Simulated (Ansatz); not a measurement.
The starting structures come from a database of crystals and need not be the phases stable at ambient conditions.

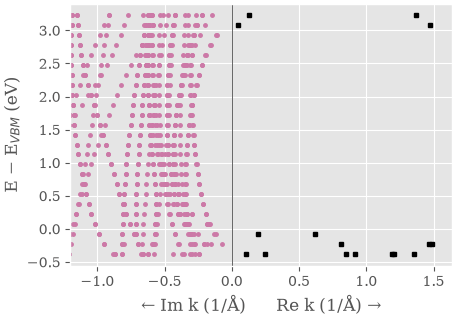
Fig. 1. Complex bands at the centre of the two-dimensional zone; PBEsol (Ansatz, an electronic-structure program)

The gap is the functional's own. No spin-orbit coupling. Mid-gap values are interpolated on the energy grid.

### Question
This is Ba2ZrO4 (I4/mmm, not sure to be the ambient phase, 7 atoms a cell, 17.1 Å³ an atom, -3 GPa at this level) along the normal of (100). Read off the slowest decay at the centre of the two-dimensional zone at 1.57 eV, the computed energy nearest the middle of the gap.

### Answer
κ ≈ 0.29 1/Å, a decay length 1/(2κ) of the density of 1.7 Å.
